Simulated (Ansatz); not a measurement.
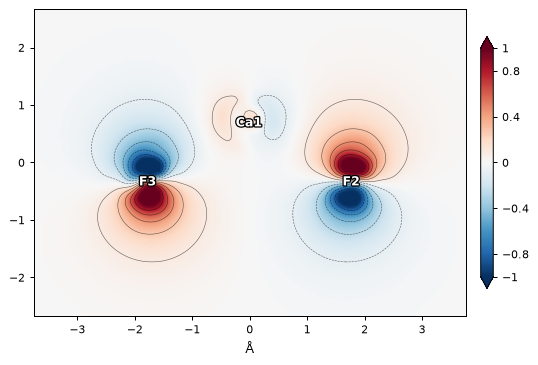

Figure 1: CaF2 (charge −1, doublet). The HOMO (β) on the molecular plane (values in Å⁻³ᐟ²; the overall sign is arbitrary).

Geometry: PBE0-D4/def2-TZVPD; the highest occupied orbital lies above zero, a sign that basis and functional describe the outermost electron poorly.

Level of theory: UKS PBE0-D4/def2-TZVPD (Ansatz).

Input file:

```
crystal:
  periodic: [false, false, false]
  atoms:
    - {symbol: Ca, position_ang: [-0.665006, -0.063997, 0.150938]}
    - {symbol: F, position_ang: [-0.035520, -0.196292, -1.793710]}
    - {symbol: F, position_ang: [0.700526, 0.260299, 1.642772]}
basis:
  gaussian: {orbitals: def2-TZVPD, initial_orbitals: start.molden}
total_charge: -1
magnetization: {spin_polarized: true, initial_magnetization: 1}
hamiltonian: {xc: pbe0, dispersion: d4}
output: {orbitals: {seedname: orbitals}}
```

Run with:

```sh
ansatz run in.yaml --threads 4 --pin off --events-out ev --progress --plain --max-ram 3916MiB
```

### What is the character of this orbital?

Its weight (Hirshfeld) is mainly on F2 (about 45 %) and F3 (about 45 %); it is symmetric in the molecular plane (an in-plane orbital: σ, lone-pair or in-plane π type); largely a combination of lone pairs on F2 and F3. Its energy is −4.60 eV.
